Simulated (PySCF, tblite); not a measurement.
**C₆H₁₃N₃Si: geometry, infrared bands and NMR shifts**

Wanted: the infrared bands and NMR shifts of C₆H₁₃N₃Si (`CC[C@H](C)n1ncc([SiH3])n1`), by calculation.

Computed with tblite 0.8.0 and PySCF 2.14.0, with density-fitted response routines of our own, on a single molecule in the gas phase. Atoms are numbered from 0 throughout.

## 1. The molecule as given

23 atoms, charge 0, multiplicity 1; geometry from: force field or distance geometry start.

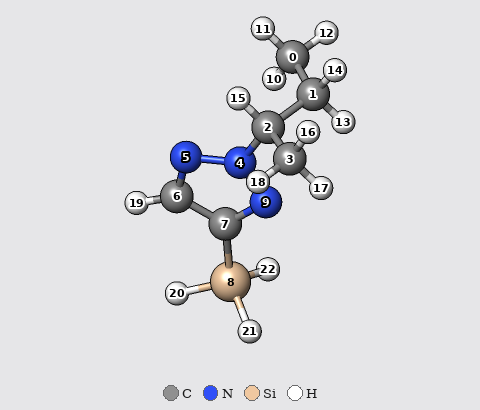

As it starts; carbon grey, nitrogen blue, silicon light orange, hydrogen white, atoms numbered.

## 2. Optimising the geometry with GFN2-xTB

Job settings and geometry (Å):

```
{"job": {"kind": "relax", "xc": "GFN2-xTB", "basis": "xTB"}, "charge": 0, "multiplicity": 1}
C     -1.980600     1.877900     0.154000
C     -1.976500     0.502000     0.783300
C     -1.388900    -0.589200    -0.134100
C     -1.562900    -1.969000     0.469300
N     -0.003900    -0.343700    -0.477200
N      0.371200    -0.183300    -1.773900
C      1.693300     0.014800    -1.647800
C      2.057300    -0.036500    -0.285700
Si     3.796400     0.175800     0.337000
N      0.959400    -0.271900     0.463000
H     -0.979800     2.236800    -0.057700
H     -2.559100     1.870000    -0.780200
H     -2.468000     2.601400     0.840700
H     -1.397500     0.542700     1.726500
H     -3.004500     0.240500     1.065000
H     -1.961700    -0.567500    -1.069100
H     -2.618700    -2.198300     0.654400
H     -1.039700    -2.062700     1.436900
H     -1.158800    -2.745100    -0.180900
H      2.301500     0.177700    -2.520900
H      4.715900     0.421000    -0.800000
H      4.281800    -1.025300     1.055000
H      3.919100     1.359000     1.256700
```

On the command line:

```console
$ OMP_NUM_THREADS=1 python probes_run.py task.json out
```

The driver reads the jobs from task.json and runs them one after another.

**Question.** This job is followed by: GFN2-xTB harmonic vibrations, gas phase; GIAO PBE0/pcSseg-1 NMR shielding, non-relativistic, gas phase. What will the session give for the following? strongest single infrared mode (GFN2-xTB); zero-point energy (GFN2-xTB); ¹³C shifts against TMS (PBE0/pcSseg-1); ¹H shifts against TMS (PBE0/pcSseg-1, means over atoms taken as alike); ¹⁵N shifts against NH3 (PBE0/pcSseg-1); ²⁹Si shifts against TMS (PBE0/pcSseg-1); surface potential, least and greatest.

As calculated:

```
                                                              quantity                                         value
                             strongest single infrared mode (GFN2-xTB)                          790 cm⁻¹, 520 km/mol
                                          zero-point energy (GFN2-xTB)                                114.8 kcal/mol
                                ¹³C shifts against TMS (PBE0/pcSseg-1)      145.1, 140.9, 64.0, 35.4, 25.2, 13.5 ppm
¹H shifts against TMS (PBE0/pcSseg-1, means over atoms taken as alike)  7.68, 4.54, 4.53, 2.38, 1.64, 1.61, 0.67 ppm
                                ¹⁵N shifts against NH3 (PBE0/pcSseg-1)                       367.8, 364.4, 300.4 ppm
                               ²⁹Si shifts against TMS (PBE0/pcSseg-1)                                     -85.6 ppm
                                 surface potential, least and greatest                            -1.37 V and 0.95 V
```

What this shows: Relaxing lowered the energy by 0.302 eV in 71 steps; the close pair that moved most is N4–N5, from 1.359 to 1.310 Å. All 63 modes are real, so the xTB geometry is a minimum. The strongest single mode, at 790 cm⁻¹, has its largest shares on H22, H21 and H20 (the list is cut at 3 atoms). Unscaled tight-binding wavenumbers are off by several per cent, some by more. Its intensities can rank the bands wrongly. At PBE0/pcSseg-1: The widest tensor belongs to N9: span 547 ppm, with a paramagnetic part of -426 ppm. NICS(1)zz of -34 ppm above the planar ring from N4 marks a diatropic (aromatic) ring current.
